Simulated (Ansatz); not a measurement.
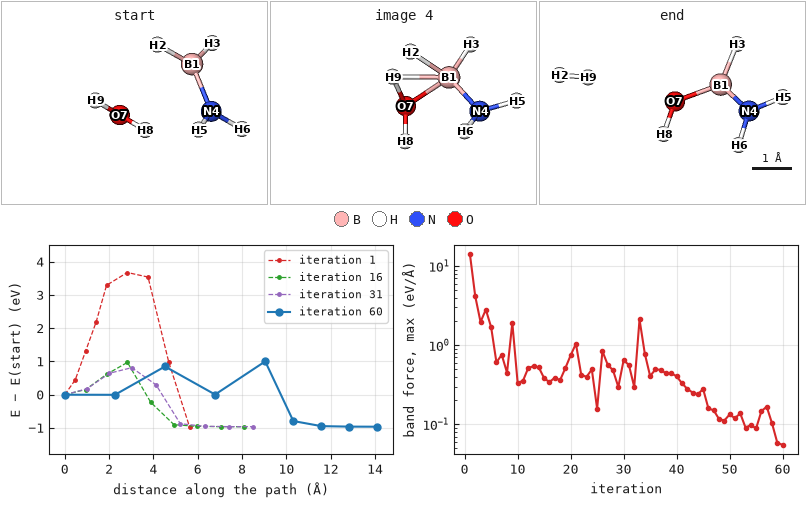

A search for the minimum-energy path of BNH6O, made up of BNH₄ and H2O by the nudged elastic band. Images are numbered from 0 (start) to 8 (end). The plot follows the band through its iterations. Style: ball-and-stick. Shown at a tilt.

Method: RKS PBE/def2-SVP (Ansatz). Run with 7 movable images; climbing image; force threshold 0.05 eV/Å; iteration limit 60; starting path through a guess of the saddle point.

Q: Did the band converge, and can the barrier be trusted?

A: The result isn't final. The band hadn't converged when the run stopped after 60 iterations. The largest component of the band force went from 14 to 0.055 eV/Å. The barrier read from it is provisional, though the highest image hardly moved in the last two iterations. The first iteration put the highest image at 3.68 eV. The energy climbs by 1.00 eV to image 4 and then falls by 1.97 eV, so the end point sits at −0.96 eV. The profile has 2 maxima (images 2, 4) with a dip at image 3 (+0.01 eV), which on an unconverged band is provisional.

Limits of the set-up: the start holds two separate molecules, 2.3 Å apart at their closest, whose relative position is a soft coordinate and is computed without a dispersion correction.
